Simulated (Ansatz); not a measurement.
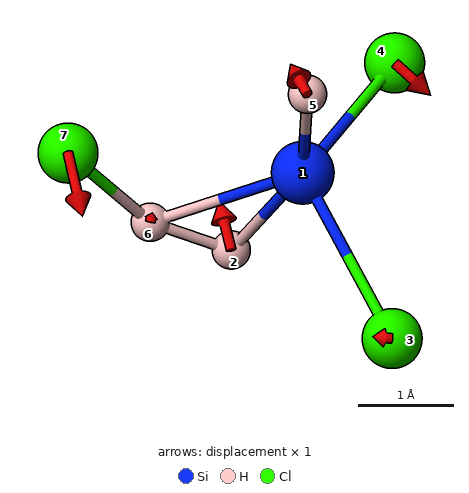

This is a saddle-point search of SiH3Cl3. The starting structure is drawn; red arrows show the displacements, at their true length. The two geometries are superimposed by the best rigid fit.

A ball-and-stick model, seen at a tilt.

The reaction that was planned forms Si1–Cl7, H2–H6 and breaks Si1–H2, H6–Cl7 (atoms numbered from 1 in input order).

Method: RKS PBE0-D4/def2-TZVP in Ansatz.

Input file:
```yaml
crystal:
  periodic: [false, false, false]
  atoms:
    - {symbol: Si, position_ang: [-0.438118, -0.017818, -0.167947]}
    - {symbol: H, position_ang: [0.852057, -0.874979, 0.391058]}
    - {symbol: Cl, position_ang: [-0.332951, -1.054362, -1.943632]}
    - {symbol: Cl, position_ang: [-1.601218, -0.851705, 1.312778]}
    - {symbol: H, position_ang: [-1.168251, 1.213030, -0.526753]}
    - {symbol: H, position_ang: [1.298391, 0.012368, 0.502645]}
    - {symbol: Cl, position_ang: [1.390089, 1.573365, 0.431750]}
basis:
  gaussian: {orbitals: def2-TZVP}
hamiltonian: {xc: pbe0, dispersion: d4}
saddle:
  f_tol: 0.01
  max_steps: 50
  order_check: false
  mode_guess:
    - [0.1327, 0.4170, 0.0230]
    - [0.2372, -0.0970, 0.0981]
    - [0.1054, 0.0791, 0.1695]
    - [0.1979, 0.0659, -0.0624]
    - [-0.1880, 0.1082, -0.0798]
    - [-0.1413, -0.6499, -0.0105]
    - [-0.3439, 0.0768, -0.1380]
```

Question: Which element moves most?

Answer: Chlorine: up to 0.80 Å, against 0.58 Å for hydrogen.

Question: What happened in the run?

Answer: The largest move after the best rigid fit is that of Cl7, 0.80 Å. Largest moves by element: Cl 0.80 Å, H 0.58 Å, Si 0.05 Å. Near-neighbour distances that change, for instance: H6–Cl7 1.565 → 1.667 Å, H2–H6 1.000 → 0.929 Å, Si1–H6 1.862 → 1.795 Å, Si1–Cl3 2.059 → 2.019 Å. Among the angles between lasting bonds that change: H2–Si1–H5 154.8° → 130.8°, H2–Si1–Cl3 89.5° → 106.4°, Cl3–Si1–H5 103.6° → 119.4°. The search converged after 29 steps with a largest force component of 0.0003 eV/Å and a curvature of −7.51 eV/Å² along the mode that it followed. The run took roughly 14 core-minutes on a shared host.
